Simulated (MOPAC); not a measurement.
## Run report: C₃H₂F₄, frequency calculation (part 3 of 3)

Continued. System: C₃H₂F₄. Method: RM1, RHF (MOPAC 23.2.5). The geometry was optimised with RM1.

Geometry of the input (Å):
```
F  -0.9009  -0.4588  1.6911
C  0.0536  -0.5105  0.7660
C  -0.4087  -0.3990  -0.7166
F  0.2594  -1.1320  -1.6034
C  0.3408  0.7774  -0.0443
F  -0.2930  1.9177  0.2014
F  1.5873  1.0956  -0.3716
H  0.8859  -1.1813  1.0480
H  -1.4807  -0.2981  -0.9669
```

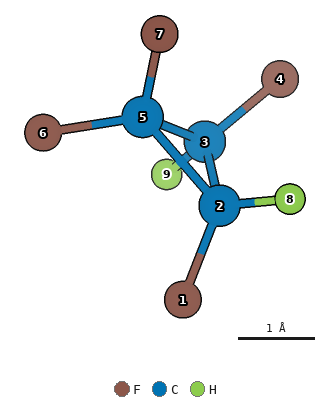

*The structure (ball-and-stick view, seen at a tilt; atoms are numbered from 1 in the order of the input).*

**Output, continued**
```
 VIBRATION         20   11A          ATOM PAIR     ENERGY CONTRIBUTION    RADIAL
 FREQUENCY          2971.63         C 3 -- H 9         +48.2% ( 70.8%)    100.0%
 TRANSITION DIPOLE   0.2987         C 2 -- H 8         +48.2% ( 70.8%)    100.0%
 TRAVEL (Ang.)       0.2209         C 2 -- C 3          +1.3% ( 11.6%)     24.8%
 REDUCED MASS        0.4650         C 3 -- F 4          +0.6% (  7.7%)     19.2%
 EFFECTIVE MASS      1.4484
 FORCE CONSTANT      2.4194

 VIBRATION         21   10B          ATOM PAIR     ENERGY CONTRIBUTION    RADIAL
 FREQUENCY          2980.71         C 2 -- H 8         +48.3% ( 70.6%)     99.9%
 TRANSITION DIPOLE   0.7135         C 3 -- H 9         +48.3% ( 70.6%)     99.9%
 TRAVEL (Ang.)       0.2206         C 2 -- C 3          +1.0% ( 10.0%)      0.0%
 REDUCED MASS        0.4648         C 3 -- F 4          +0.6% (  7.8%)     18.9%
 EFFECTIVE MASS      1.4385
 FORCE CONSTANT      2.4330

      SYMMETRY NUMBER FOR POINT-GROUP C2  =  2

          SYSTEM IS A GROUND STATE

 C3H2F4 frequencies

          MOLECULE IS NOT LINEAR

          THERE ARE 21 GENUINE VIBRATIONS IN THIS SYSTEM
          THIS THERMODYNAMICS CALCULATION IS LIMITED TO
          MOLECULES WHICH HAVE NO INTERNAL ROTATIONS

                    CALCULATED THERMODYNAMIC PROPERTIES
                                          *
   TEMP. (K)   PARTITION FUNCTION   H.O.F.    ENTHALPY  HEAT CAPACITY ENTROPY
                                   KCAL/MOL   CAL/MOLE    CAL/K/MOL  CAL/K/MOL

 298.00  VIB.     0.6831D+01                  1908.1279    14.2931    10.2216
         ROT.     0.1161D+06                   888.2803     2.9808    26.1565
         INT.     0.7933D+06                  2796.4082    17.2739    36.3780
         TRA.     0.1177D+28                  1480.4672     4.9680    40.1075
         TOT.                     -160.735    4276.8753    22.2420    76.4855

 200.00  VIB.     0.2509D+01                   746.7880     9.3102     5.5619
         ROT.     0.6385D+05                   596.1613     2.9808    24.9678
         INT.     0.1602D+06                  1342.9493    12.2910    30.5297
         TRA.     0.6474D+27                   993.6021     4.9680    38.1263
         TOT.                     -162.675    2336.5514    17.2590    68.6560

 210.00  VIB.     0.2759D+01                   842.5741     9.8459     6.0291
         ROT.     0.6870D+05                   625.9693     2.9808    25.1132
         INT.     0.1895D+06                  1468.5434    12.8267    31.1423
         TRA.     0.6965D+27                  1043.2822     4.9680    38.3687
         TOT.                     -162.500    2511.8257    17.7947    69.5110

 220.00  VIB.     0.3041D+01                   943.6835    10.3749     6.4994
         ROT.     0.7366D+05                   655.7774     2.9808    25.2519
         INT.     0.2240D+06                  1599.4609    13.3557    31.7513
         TRA.     0.7469D+27                  1092.9623     4.9680    38.5998
         TOT.                     -162.319    2692.4232    18.3237    70.3511

 230.00  VIB.     0.3357D+01                  1050.0518    10.8977     6.9721
         ROT.     0.7874D+05                   685.5855     2.9808    25.3844
         INT.     0.2643D+06                  1735.6373    13.8785    32.3565
         TRA.     0.7983D+27                  1142.6424     4.9680    38.8207
         TOT.                     -162.133    2878.2797    18.8465    71.1772

 240.00  VIB.     0.3713D+01                  1161.6177    11.4145     7.4469
         ROT.     0.8393D+05                   715.3935     2.9808    25.5113
         INT.     0.3116D+06                  1877.0113    14.3953    32.9581
         TRA.     0.8510D+27                  1192.3226     4.9680    39.0321
         TOT.                     -161.942    3069.3338    19.3633    71.9902

 250.00  VIB.     0.4112D+01                  1278.3212    11.9252     7.9232
         ROT.     0.8923D+05                   745.2016     2.9808    25.6329
         INT.     0.3670D+06                  2023.5228    14.9061    33.5561
         TRA.     0.9047D+27                  1242.0027     4.9680    39.2349
         TOT.                     -161.746    3265.5255    19.8741    72.7910

 260.00  VIB.     0.4561D+01                  1400.1029    12.4301     8.4008
         ROT.     0.9464D+05                   775.0097     2.9808    25.7499
         INT.     0.4317D+06                  2175.1126    15.4109    34.1506
         TRA.     0.9595D+27                  1291.6828     4.9680    39.4298
         TOT.                     -161.545    3466.7954    20.3789    73.5804

 270.00  VIB.     0.5065D+01                  1526.9035    12.9290     8.8792
         ROT.     0.1002D+06                   804.8177     2.9808    25.8624
         INT.     0.5073D+06                  2331.7212    15.9098    34.7416
         TRA.     0.1015D+28                  1341.3629     4.9680    39.6172
         TOT.                     -161.338    3673.0841    20.8778    74.3588

 280.00  VIB.     0.5631D+01                  1658.6626    13.4218     9.3584
         ROT.     0.1058D+06                   834.6258     2.9808    25.9708
         INT.     0.5956D+06                  2493.2884    16.4026    35.3291
         TRA.     0.1072D+28                  1391.0430     4.9680    39.7979
         TOT.                     -161.127    3884.3314    21.3706    75.1271

 290.00  VIB.     0.6267D+01                  1795.3189    13.9084     9.8379
         ROT.     0.1115D+06                   864.4339     2.9808    26.0754
         INT.     0.6987D+06                  2659.7528    16.8892    35.9132
         TRA.     0.1130D+28                  1440.7231     4.9680    39.9723
         TOT.                     -160.911    4100.4759    21.8572    75.8855

 300.00  VIB.     0.6981D+01                  1936.8097    14.3887    10.3175
         ROT.     0.1173D+06                   894.2419     2.9808    26.1764
         INT.     0.8188D+06                  2831.0516    17.3695    36.4939
         TRA.     0.1189D+28                  1490.4032     4.9680    40.1407
         TOT.                     -160.690    4321.4548    22.3375    76.6346

 310.00  VIB.     0.7782D+01                  2083.0706    14.8624    10.7970
         ROT.     0.1232D+06                   924.0500     2.9808    26.2742
         INT.     0.9589D+06                  3007.1206    17.8432    37.0712
         TRA.     0.1249D+28                  1540.0833     4.9680    40.3036
         TOT.                     -160.464    4547.2039    22.8112    77.3748

 320.00  VIB.     0.8682D+01                  2234.0358    15.3295    11.2763
         ROT.     0.1292D+06                   953.8580     2.9808    26.3688
         INT.     0.1122D+07                  3187.8939    18.3103    37.6451
         TRA.     0.1310D+28                  1589.7634     4.9680    40.4613
         TOT.                     -160.234    4777.6573    23.2783    78.1064

 330.00  VIB.     0.9693D+01                  2389.6378    15.7898    11.7551
         ROT.     0.1353D+06                   983.6661     2.9808    26.4605
         INT.     0.1312D+07                  3373.3039    18.7706    38.2156
         TRA.     0.1372D+28                  1639.4435     4.9680    40.6142
         TOT.                     -159.999    5012.7474    23.7386    78.8298

 340.00  VIB.     0.1083D+02                  2549.8077    16.2430    12.2332
         ROT.     0.1415D+06                  1013.4742     2.9808    26.5495
         INT.     0.1532D+07                  3563.2818    19.2239    38.7827
         TRA.     0.1435D+28                  1689.1236     4.9680    40.7625
         TOT.                     -159.759    5252.4055    24.1919    79.5452

 350.00  VIB.     0.1210D+02                  2714.4751    16.6893    12.7105
         ROT.     0.1478D+06                  1043.2822     2.9808    26.6359
         INT.     0.1789D+07                  3757.7573    19.6701    39.3464
         TRA.     0.1499D+28                  1738.8037     4.9680    40.9065
         TOT.                     -159.515    5496.5611    24.6381    80.2529

 360.00  VIB.     0.1353D+02                  2883.5687    17.1283    13.1868
         ROT.     0.1542D+06                  1073.0903     2.9808    26.7199
         INT.     0.2087D+07                  3956.6590    20.1091    39.9067
         TRA.     0.1563D+28                  1788.4838     4.9680    41.0465
         TOT.                     -159.266    5745.1428    25.0771    80.9532

 370.00  VIB.     0.1514D+02                  3057.0159    17.5600    13.6620
         ROT.     0.1607D+06                  1102.8984     2.9808    26.8015
         INT.     0.2432D+07                  4159.9143    20.5408    40.4636
         TRA.     0.1629D+28                  1838.1639     4.9680    41.1826
         TOT.                     -159.013    5998.0782    25.5088    81.6461

 380.00  VIB.     0.1694D+02                  3234.7435    17.9843    14.1360
         ROT.     0.1672D+06                  1132.7064     2.9808    26.8810
         INT.     0.2833D+07                  4367.4500    20.9651    41.0170
         TRA.     0.1695D+28                  1887.8440     4.9680    41.3151
         TOT.                     -158.756    6255.2940    25.9331    82.3321

 390.00  VIB.     0.1897D+02                  3416.6776    18.4013    14.6085
         ROT.     0.1739D+06                  1162.5145     2.9808    26.9585
         INT.     0.3298D+07                  4579.1921    21.3821    41.5670
         TRA.     0.1763D+28                  1937.5242     4.9680    41.4441
         TOT.                     -158.495    6516.7162    26.3501    83.0111

 400.00  VIB.     0.2124D+02                  3602.7437    18.8107    15.0796
         ROT.     0.1806D+06                  1192.3226     2.9808    27.0339
         INT.     0.3836D+07                  4795.0663    21.7915    42.1135
         TRA.     0.1831D+28                  1987.2043     4.9680    41.5699
         TOT.                     -158.229    6782.2705    26.7595    83.6834

   *: NOTE: HEATS OF FORMATION ARE RELATIVE TO THE
            ELEMENTS IN THEIR STANDARD STATE AT 298K
              (=  Standard Enthalpy of Formation).

            Hvib:  Zero-point energy is not included.
                   frequencies of less than zero cm-1 are not included.
            Hrot = (3/2)RT
            Htra = (3/2)RT + pV = (5/2)RT

            Heat capacity is Cp, not Cv

           FORCE CONSTANT IN CARTESIAN COORDINATES (Millidynes/A)

    ATOM   CHEMICAL       X               Y               Z
   NUMBER   SYMBOL  FORCE CONSTANT  FORCE CONSTANT  FORCE CONSTANT

      1       F       12.436115        0.765111        0.628565
      2       C       14.632450        7.533881        5.665729
      3       C       11.837433        8.751648        7.242978
      4       F        8.925578        0.921978        3.982235
      5       C       13.083513        6.553890       14.910387
      6       F        4.312483        1.685481        8.828204
      7       F        9.509864        3.062140        2.254164
      8       H        1.307881        3.167992        1.730849
      9       H        1.830647        3.773184        0.602890

 *                    *
 * JOB ENDED NORMALLY *
 *                    *

 TOTAL JOB TIME:             0.12 SECONDS

 == MOPAC DONE ==
```

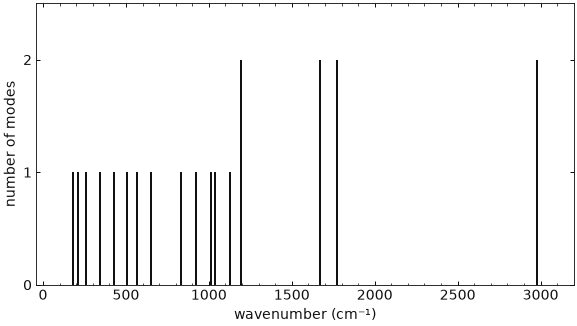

*Harmonic vibrational wavenumbers from the force constants; neighbouring modes closer than 13 cm⁻¹ are counted in one stick.*

21 modes from 184 to 2981 cm⁻¹, none imaginary.

**Results in brief**

```json
{"quantity": "outcome", "value": "converged"}
{"quantity": "heat of formation", "value": "−160.73 kcal/mol"}
{"quantity": "basis functions", "value": "30"}
{"quantity": "zero-point energy", "value": "0.053069 hartree"}
{"quantity": "wavenumbers, lowest and highest", "value": "184 and 2981 cm⁻¹"}
{"quantity": "hardware", "value": "1 thread of Intel Xeon (Sapphire Rapids), 64 GiB of memory available, shared host"}
{"quantity": "peak memory", "value": "0.071 GiB"}
```

MOPAC's energies along a path are heats of formation.
